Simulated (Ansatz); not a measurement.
The starting structures come from a database of crystals and need not be the phases stable at ambient conditions.

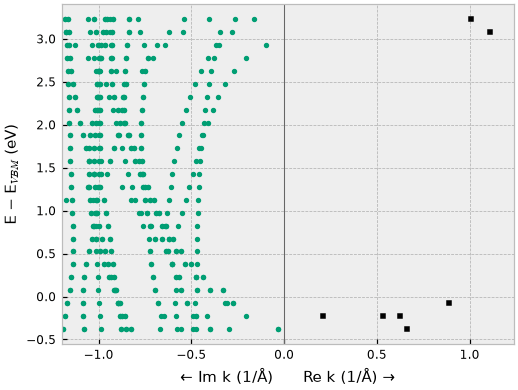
*Complex bands at the centre of the two-dimensional zone; Ansatz (a first-principles code) with r2SCAN*

No gap correction and no spin-orbit coupling; mid-gap is the computed energy nearest the middle.

Question: This is Na$_{2}$H$_{6}$PtO$_{6}$ (P-3, 15 atoms a cell, 8.9 Å³ an atom, -2 GPa at this level) along the normal of (111). Read off the slowest decay at the centre of the two-dimensional zone at 1.43 eV, the computed energy nearest the middle of the gap.

Answer: κ ≈ 0.46 1/Å, a decay length 1/(2κ) of the density of 1.1 Å.
